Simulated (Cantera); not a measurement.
A closed system holds: 1 mol SiH2Cl2, 2.8 mol N2, equilibrated at 0.340 bar.

Cantera equilibrium calculation (NASA polynomials, part measured and part estimated; ideal gas, pure solids and liquids). Candidate condensed phases: NH4Cl, Si, Si3N4; 28 gas species. N2 is the only nitrogen source here; it is nearly inert below about 1500 K, so the nitride shown seldom forms there in practice. The tables' values for SiCl3, SiCl are old estimates; treat these amounts as uncertain. Gases not in the tables: Si2H6 and higher silanes. The numbers say what is thermodynamically allowed, not how fast it happens.

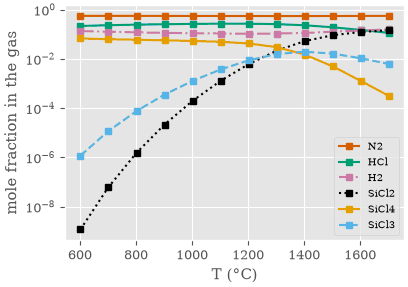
Figure: Equilibrium gas composition (values under 1e-9 drawn at 1e-9)

Question: Read off the mole fractions at 1702 °C.

Answer: N2 about 0.57, H2 about 0.16, SiCl2 about 0.15, HCl about 0.12, SiCl3 about 0.0063, SiCl4 about 0.00032.
